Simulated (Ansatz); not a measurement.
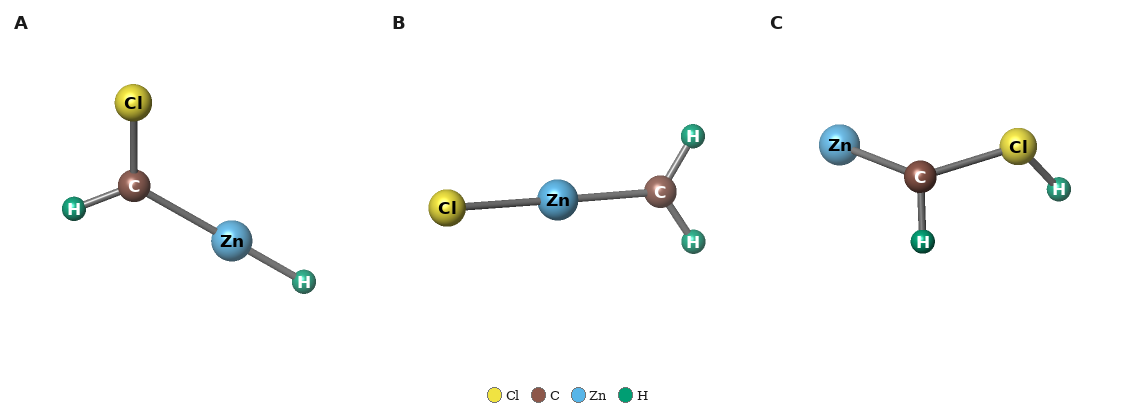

3 stationary structures of one formula. The species has charge +1 and is a spin singlet. Geometries: PBE-D4/def2-SVP. Electronic energies: PBE-D4/def2-SVP (Ansatz 0.2.0), without zero-point energy. No frequency run is at hand to confirm each as a minimum.

Question: Which is lowest in energy, and by how much?

Answer: B is lowest; A lies 12.8 kcal/mol above it (Cs), C lies 48.7 kcal/mol above it (C1).
